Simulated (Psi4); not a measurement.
# singlet [GaH2O2]+: levels of theory compared

We compute a comparison of 4 runs (HF/STO-3G, DSD-PBEP86/def2-SVPD, HSE06/def2-SVPD, TPSSh/def2-SVPD) of singlet [GaH2O2]+. 

Program for the calculation: Psi4 1.11.

## (1) Starting point

[GaH2O2]+ has 5 atoms, charge +1, and is taken as a singlet. As SMILES of the parent species, `[OH][Ga][OH]`. Geometry: relaxed at PBE0-D4/def2-TZVP. This is one conformer, not always the lowest. That shape belongs to the parent species and isn't relaxed for this state.

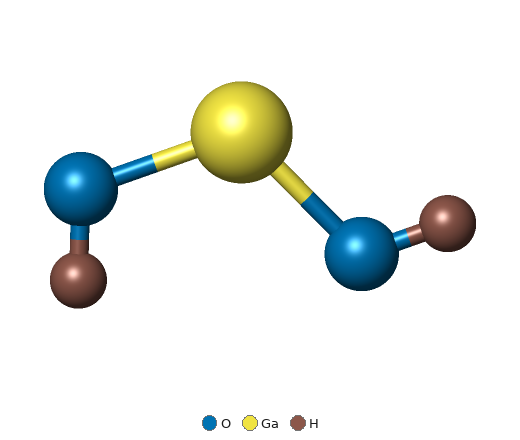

The structure, seen from a chosen angle (oxygen blue, gallium yellow, hydrogen brown).

## (2) Energy and gradient at HF/STO-3G (run 1)

Contents of calc.inp:

```
memory 2200 MB

molecule {
  1 1
  O     -0.370600     0.021600    -1.274400
  Ga    -0.311700    -0.753800     0.353600
  O      0.618200     0.154900     1.591100
  H     -0.867400    -0.464600    -1.936500
  H      0.981500     0.968200     1.224700
  units angstrom
  symmetry c1
}

set basis STO-3G
set puream true
set e_convergence 1e-09
set d_convergence 1e-08
set scf_type pk

E, wfn = gradient('hf', return_wfn=True)
oeprop(wfn, 'QUADRUPOLE', 'MULLIKEN_CHARGES', 'DIPOLE')
```

Command:

```bash
$ psi4 -i calc.inp -o calc.out -n 1
```

calc.out:

```text
[...]
  Running in c1 symmetry.
[...]
  Nuclear repulsion =  182.431292115847441
[...]
  Multiplicity = 1
[...]
  Nalpha       = 24
  Nbeta        = 24
[...]
    Number of basis functions: 30
[...]
   @RHF iter   1: -2048.26463572573994   -2.44002e+00   3.37656e-02 ADIIS/DIIS
[...]
   @RHF iter  26: -2049.49480019476732   -2.27374e-12   5.15405e-09 DIIS
[...]
  @RHF Final Energy: -2049.49480019476732
   => Energetics <=
    Nuclear Repulsion Energy =            182.4312921158474410
    One-Electron Energy =               -3221.2641504234234162
    Two-Electron Energy =                 989.3380581128087670
    Total Energy =                      -2049.4948001947668672
[...]
  -Total Gradient:
     Atom            X                  Y                   Z
    ------   -----------------  -----------------  -----------------
       1       -0.005030470538     0.052051741806    -0.112720829283
       2       -0.070724449584    -0.136978981019     0.032092729017
       3        0.066741897421     0.097277817051     0.029328208606
       4        0.018417835618     0.013814666782     0.032365760519
       5       -0.009404812878    -0.026165244606     0.018934131142
[...]
  Mulliken Charges: (a.u.)
   Center  Symbol    Alpha    Beta     Spin     Total
       1     O     4.15614  4.15614  0.00000 -0.31228
       2    GA    14.92996 14.92996  0.00000  1.14008
       3     O     4.18086  4.18086  0.00000 -0.36171
       4     H     0.36414  0.36414  0.00000  0.27172
       5     H     0.36890  0.36890  0.00000  0.26220
   Total alpha = 24.00000, Total beta = 24.00000, Total charge =  1.00000
    Psi4 run time: 0:00:01.33
```

Wall time 2.8 s (1 thread of Intel Xeon Platinum 8259CL at 2.50GHz (Skylake/Cascade Lake), shared host); peak memory 0.2 GiB.

## (3) A single-point energy at DSD-PBEP86/def2-SVPD (density fitting for correlation) (run 2)

Contents of run_ase.py:

```python
import numpy as np
from ase.calculators.psi4 import Psi4
from ase import Atoms

mol = Atoms(['O', 'Ga', 'O', 'H', 'H'], positions=[
    [-0.370600, 0.021600, -1.274400],
    [-0.311700, -0.753800, 0.353600],
    [0.618200, 0.154900, 1.591100],
    [-0.867400, -0.464600, -1.936500],
    [0.981500, 0.968200, 1.224700],
])
calc = Psi4(atoms=mol, method='dsd-pbep86', basis='def2-SVPD', memory='2200MB', num_threads=1, charge=1, multiplicity=1, label='psi4-calc')
calc.psi4.set_options({'puream': True, 'e_convergence': 1e-09, 'd_convergence': 1e-08, 'scf_type': 'pk', 'dft_radial_points': 99, 'dft_spherical_points': 590, 'num_frozen_docc': 11})
mol.calc = calc

print(f'energy: {mol.get_potential_energy():.6f} eV')
```

Command:

```bash
$ python run_ase.py
```

psi4-calc.dat:

```text
[...]
  Running in c1 symmetry.
[...]
  Nuclear repulsion =  182.431292115847441
[...]
  Multiplicity = 1
[...]
  Nalpha       = 24
  Nbeta        = 24
[...]
    Number of basis functions: 100
[...]
   @RKS iter   1: -2073.24701233411724   -2.97823e+00   2.27540e-02 ADIIS/DIIS
[...]
   @RKS iter  12: -2074.45975794593733   -2.27374e-11   8.12691e-09 DIIS
[...]
  @RKS Final Energy: -2074.45975794593733
   => Energetics <=
    Nuclear Repulsion Energy =            182.4312921158474410
    One-Electron Energy =               -3242.3779386106298261
    Two-Electron Energy =                1011.7818783002254577
    DFT Exchange-Correlation Energy =     -26.2949897513806086
    Empirical Dispersion Energy =           0.0000000000000000
    VV10 Nonlocal Energy =                  0.0000000000000000
    Total Energy =                      -2074.4597579459373264
[...]
 Multipole Moments:
 ------------------------------------------------------------------------------------
     Multipole            Electronic (a.u.)      Nuclear  (a.u.)        Total (a.u.)
 ------------------------------------------------------------------------------------
 L = 1.  Multiply by 2.5417464519 to convert [e a0] to [Debye]
 Dipole X            :         -2.2734756            1.3598250           -0.9136507
 Dipole Y            :         -4.5132923            3.2045837           -1.3087086
 Dipole Z            :          1.2372704           -1.6796047           -0.4423342
 Magnitude           :                                                    1.6562413
[...]
```

The script printed:

```text
energy: -56457.615385 eV
```

It took 14 s on 1 thread of Intel Xeon Platinum 8259CL at 2.50GHz (Skylake/Cascade Lake), shared host; peak memory 1.1 GiB.

Run 3 isn't shown in full; the table further down has it.

## (4) The energy at TPSSh/def2-SVPD (run 4)

Contents of job.inp:

```
memory 2.2 GB

molecule mol {
  1 1
  O     -0.370600     0.021600    -1.274400
  Ga    -0.311700    -0.753800     0.353600
  O      0.618200     0.154900     1.591100
  H     -0.867400    -0.464600    -1.936500
  H      0.981500     0.968200     1.224700
  symmetry c1
}

set {
  puream true
  e_convergence 1e-09
  d_convergence 1e-08
  scf_type pk
  dft_radial_points 99
  dft_spherical_points 590
}

e, wfn = energy('tpssh/def2-SVPD', return_wfn=True)
```

Command:

```bash
$ psi4 job.inp job.out -n 1
```

job.out:

```text
[...]
  Running in c1 symmetry.
[...]
  Nuclear repulsion =  182.431292115847441
[...]
  Multiplicity = 1
[...]
  Nalpha       = 24
  Nbeta        = 24
[...]
    Number of basis functions: 100
[...]
   @RKS iter   1: -2074.28915754007949   -1.72352e+00   2.51506e-02 ADIIS/DIIS
[...]
   @RKS iter  13: -2075.82601956332655   -2.27374e-12   2.00453e-09 DIIS
[...]
  @RKS Final Energy: -2075.82601956332655
   => Energetics <=
    Nuclear Repulsion Energy =            182.4312921158474410
    One-Electron Energy =               -3241.4459785604626632
    Two-Electron Energy =                1066.8105691009143356
    DFT Exchange-Correlation Energy =     -83.6219022196256390
    Empirical Dispersion Energy =           0.0000000000000000
    VV10 Nonlocal Energy =                  0.0000000000000000
    Total Energy =                      -2075.8260195633265539
[...]
 Multipole Moments:
 ------------------------------------------------------------------------------------
     Multipole            Electronic (a.u.)      Nuclear  (a.u.)        Total (a.u.)
 ------------------------------------------------------------------------------------
 L = 1.  Multiply by 2.5417464519 to convert [e a0] to [Debye]
 Dipole X            :         -2.0860308            1.3598250           -0.7262058
 Dipole Y            :         -4.1641329            3.2045837           -0.9595492
 Dipole Z            :          1.1777512           -1.6796047           -0.5018534
 Magnitude           :                                                    1.3038276
[...]
```

Wall time 49 s (1 thread of Intel Xeon Platinum 8259CL at 2.50GHz (Skylake/Cascade Lake), shared host); peak memory 1 GiB.

## (5) All runs side by side

| run | level | task | frozen core orbitals | energy (Eh) | HOMO energy (eV) | LUMO energy (eV) | HOMO–LUMO gap (eV) | wall time |
| --- | --- | --- | --- | --- | --- | --- | --- | --- |
| 1 | HF/STO-3G | gradient | 0 | -2049.494800 | -16.67 | -5.28 | 11.39 | 2.8 s |
| 2 | DSD-PBEP86/def2-SVPD (density fitting for correlation) | energy | 11 | -2074.779114 | -18.01 | -9.54 | 8.46 | 14 s |
| 3 | HSE06/def2-SVPD | gradient | 0 | -2075.441347 | -14.94 | -11.88 | 3.06 | 54 s |
| 4 | TPSSh/def2-SVPD | energy | 0 | -2075.826020 | -14.41 | -11.79 | 2.62 | 49 s |

## (6) Summary of results

```
            quantity           value
 run 4: total energy  -2075.82602 Eh
  run 4: HOMO energy       -14.41 eV
  run 4: LUMO energy       -11.79 eV
run 4: HOMO–LUMO gap         2.62 eV
```

The HOMO–LUMO gap runs from 2.62 eV (TPSSh/def2-SVPD) to 11.39 eV (HF/STO-3G). The two ends differ in method and basis. Totals of different functionals can't be ranked against each other. In run 1 the basis is minimal, so the values are rough. All runs together took 2 min, the longest 54 s.
